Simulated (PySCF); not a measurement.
# doublet NH3S+ at 6 levels

Wanted: a comparison of 6 runs (UHF/STO-3G, UB3LYP/6-31G*, U-wB97X/def2-TZVPP, UBHLYP/def2-TZVPP, UBLYP/def2-TZVPP, UTPSS/def2-TZVPP) of doublet NH3S+. Input form: a Python script.

The results are computed with PySCF 2.14.0.

2 further runs of the same task are left out: 2 set aside as unsound or not needed.

## 1. The system as given

NH3S+: 5 atoms, total charge +1, spin state doublet. As SMILES of the parent species, `NS`. The coordinates come from a GFN2-xTB relaxation. This is one conformer, not always the lowest. That shape belongs to the parent species and isn't relaxed for this state.

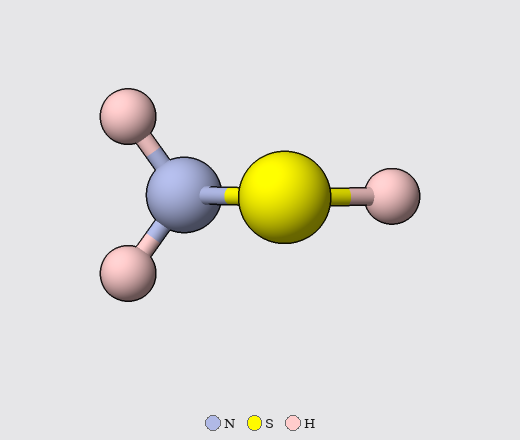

Viewed from a chosen angle; nitrogen light blue, sulfur yellow, hydrogen pink.

## 2. A single-point energy at UHF/STO-3G (run 1)

Input file geometry.xyz:

```xyz
5
H3NS
N     -0.162760    -0.507400    -0.231700
S      0.168270     0.954370     0.610330
H      0.015040    -1.300690     0.375430
H     -1.135990    -0.524720    -0.519210
H      1.115440     1.378440    -0.234860
```

Input file run.py:

```python
from pyscf import gto

mol = gto.M(
    atom='geometry.xyz',
    verbose=3,
    basis='sto-3g',
    charge=1,
    max_memory=1860,
    spin=1,
)

calc0 = mol.UHF()
calc0.conv_tol = 1e-10
calc0.kernel()
if not calc0.converged:
    calc0 = calc0.newton().run(calc0.mo_coeff, calc0.mo_occ)

e_tot = calc0.e_tot
print('E = %.10f Eh' % e_tot)
```

Started as:

```console
$ OMP_NUM_THREADS=1 python run.py
```

Log:

```text
converged SCF energy = -448.383173670399  <S^2> = 0.76146756  2S+1 = 2.0114349
E = -448.3831736704 Eh
```

It took 0.95 s on 1 thread of Arm Neoverse V1, shared host; peak memory 0.14 GiB.

## 3. A single-point energy at UB3LYP/6-31G(d) (spherical functions) (run 2)

Input file run.py:

```python
from pyscf import gto, dft

mol = gto.M(
    atom='''
N     -0.307572    -0.958847    -0.437850
S      0.317984     1.803498     1.153357
H      0.028421    -2.457948     0.709460
H     -2.146710    -0.991577    -0.981165
H      2.107876     2.604874    -0.443821
''',
    basis='6-31g*',
    charge=1,
    unit='bohr',
    max_memory=1860,
    spin=1,
    verbose=3,
)

calc0 = dft.UKS(mol)
calc0.xc = 'b3lyp'
calc0.conv_tol = 1e-10
calc0.grids.level = 5
calc0.kernel()
if not calc0.converged:
    calc0 = calc0.newton().run(calc0.mo_coeff, calc0.mo_occ)

e_final = calc0.e_tot
print('E = %.10f Eh' % e_final)
```

Started as:

```console
$ OMP_NUM_THREADS=1 python run.py
```

Log:

```text
WARN: HOMO -0.274144639357276 >= LUMO -0.274144639357277

converged SCF energy = -454.354207870071  <S^2> = 0.75346476  2S+1 = 2.0034618
E = -454.3542078701 Eh
```

It took 15 s on 1 thread of Arm Neoverse V1, shared host; peak memory 0.27 GiB.

## 4. A single-point energy at U-wB97X/def2-TZVPP (run 3)

Input file run.py:

```python
from pyscf import gto, dft

molecule = gto.Mole()
molecule.atom = '''
N     -0.307572    -0.958847    -0.437850
S      0.317984     1.803498     1.153357
H      0.028421    -2.457948     0.709460
H     -2.146710    -0.991577    -0.981165
H      2.107876     2.604874    -0.443821
'''
molecule.verbose = 3
molecule.unit = 'bohr'
molecule.basis = 'def2-tzvpp'
molecule.max_memory = 1860
molecule.charge = 1
molecule.spin = 1
molecule.build()

mf = dft.UKS(molecule)
mf.xc = 'wb97x'
mf.conv_tol = 1e-10
mf.grids.level = 5
mf.kernel()
if not mf.converged:
    mf = mf.newton().run(mf.mo_coeff, mf.mo_occ)

e_tot = mf.e_tot
print('E = %.10f Eh' % e_tot)
```

Started as:

```console
$ OMP_NUM_THREADS=1 python run.py
```

Log:

```text
WARN: HOMO -0.297174385665075 >= LUMO -0.297174385665077

converged SCF energy = -454.390336290199  <S^2> = 0.75521195  2S+1 = 2.0052052
E = -454.3903362902 Eh
```

It took 59 s on 1 thread of Arm Neoverse V1, shared host; peak memory 0.64 GiB.

Runs 4 to 5 aren't shown in full; the table further down has their settings and results.

## 5. The energy at UTPSS/def2-TZVPP (run 6)

Input file calc.py:

```python
from pyscf import gto, dft

system = gto.Mole()
system.atom = [
    ('N', (-0.162760, -0.507400, -0.231700)),
    ('S', (0.168270, 0.954370, 0.610330)),
    ('H', (0.015040, -1.300690, 0.375430)),
    ('H', (-1.135990, -0.524720, -0.519210)),
    ('H', (1.115440, 1.378440, -0.234860)),
]
system.verbose = 3
system.spin = 1
system.basis = 'def2-tzvpp'
system.max_memory = 1860
system.charge = 1
system.build()

myscf = dft.UKS(system)
myscf.xc = 'tpss'
myscf.grids.level = 5
myscf.conv_tol = 1e-10
myscf.kernel()
if not myscf.converged:
    myscf = myscf.newton().run(myscf.mo_coeff, myscf.mo_occ)

energy = myscf.e_tot
print('E = %.10f Eh' % energy)
```

Started as:

```console
$ OMP_NUM_THREADS=1 python calc.py
```

Log:

```text
WARN: HOMO -0.26779250319111 >= LUMO -0.267792503191111

converged SCF energy = -454.444424669493  <S^2> = 0.75550419  2S+1 = 2.0054966
E = -454.4444246695 Eh
```

Run time: 1.9 min. Hardware: 1 thread of Arm Neoverse V1, shared host; peak memory 0.71 GiB.

## 6. The series

```tsv
run	level	integration grid	energy (Eh)	HOMO energy (eV)	LUMO energy (eV)	⟨S²⟩	wall time
1	UHF/STO-3G	–	-448.383174	-17.02	-5.39	0.761	0.95 s
2	UB3LYP/6-31G* (spherical functions)	5	-454.354208	-14.35	-12.74	0.753	15 s
3	U-wB97X/def2-TZVPP	5	-454.390336	-17.29	-10.03	0.755	59 s
4	UBHLYP/def2-TZVPP	5	-454.376280	-16.23	-11.02	0.757	39 s
5	UBLYP/def2-TZVPP	5	-454.396531	-13.43	-13.33	0.753	50 s
6	UTPSS/def2-TZVPP	5	-454.444425	-13.52	-13.27	0.756	1.9 min
```

## 7. Outcome

| quantity | value |
| --- | --- |
| run 6: total energy | -454.44442 Eh |
| run 6: HOMO energy (highest over α and β) | -13.52 eV |
| run 6: LUMO energy (lowest over α and β) | -13.27 eV |
| run 6: ⟨S²⟩ | 0.756 |

In words: Totals of different functionals can't be ranked against each other. In run 1 the basis is minimal, so the values are rough. All runs together took 4.7 min, the longest 1.9 min.
